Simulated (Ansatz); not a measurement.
**Amorphous Si₂₄O₅₁Lu₂**

Preparation: random packing, a CHGNet melt and quench, and a DFT relaxation. O atoms were pushed apart under 1.9 Å during the dynamics, to hinder bonds among them. The hot cell started wider than the set density and was brought back towards it in steps. It is the lowest in DFT energy of 2 quenches. It is a model cell: composition and starting density were chosen by hand, and all elements were melted together. No dispersion term was used.

Methods: PBE, scalar-relativistic without spin-orbit coupling (Ansatz, an electronic-structure program); r2SCAN, scalar-relativistic without spin-orbit coupling (Ansatz); HSE06, scalar-relativistic without spin-orbit coupling (Ansatz). Geometry, pressure, stress and energy are those of the PBE run. Its sampling: a 2×2×2 Γ-centred mesh; Fermi-Dirac width 0.02 eV; no spin polarisation. Other functionals are single points at the zone centre (r2SCAN at 500 eV; exact exchange cut at the cell's faces), free to take moments where seeds were set. At PBE the levels at the filled edge of the gap are localised (band-tail or defect states), and the nearest spread-out levels lie 5.1 eV apart at the zone centre.

Number of atoms in the cell: 77
Density (volume relaxed, without dispersion): 2.65 g/cm³
Volume per atom: 14.99 Å^3
Pressure on a 2×2×2 Γ-centred mesh: -0.01 GPa
Largest force and stress component on that mesh (the relaxation ran on the zone centre alone): 0.04 eV/Å and 3.1 GPa
Level gap on a 2×2×2 Γ-centred mesh (PBE): 4.36 eV
Level gap at the zone centre (PBE): 4.38 eV
Level gap at the zone centre (r2SCAN): 5.00 eV
Level gap at the zone centre (HSE06): 6.12 eV

Neighbours within Si-Si 2.60 Å, Si-O 1.90 Å, Si-Lu 3.28 Å, O-O 1.58 Å, O-Lu 2.78 Å, Lu-Lu 4.11 Å count as bonded. Two cations that share two anions don't count as bonded, nor two that share one unless they lie closer than Si-Si 2.38 Å, Si-Lu 3.19 Å, Lu-Lu 4.00 Å.

```json
{
  "Mean coordination of Si by anions": "4.00 (24 with 4); 1 close contacts or bonds to cations besides",
  "Mean coordination of O": "2.10 (46 with 2, 5 with 3)",
  "Mean coordination of Lu by anions": "5.50 (1 with 5, 1 with 6); 1 close contacts or bonds to cations besides",
  "Mean Si-O bond": "1.637 Å (spread 0.028 Å, 96 counted)",
  "Mean O-Lu bond": "2.323 Å (spread 0.267 Å, 11 counted)"
}
```

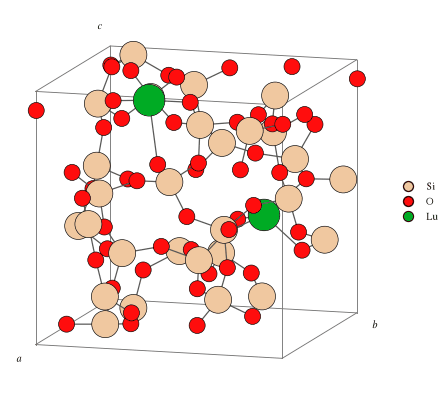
Figure. The relaxed cell

Its density started from a set value of 2.64 g/cm³. Cooling (nominally 400 K/ps over its main leg) ran many orders faster than in experiment, which tends to leave more defects and strain. Values belong to this one cell and scatter from quench to quench. The volume was free in the relaxation, at fixed shape. Stress components on the final sampling reach 3.1 GPa.
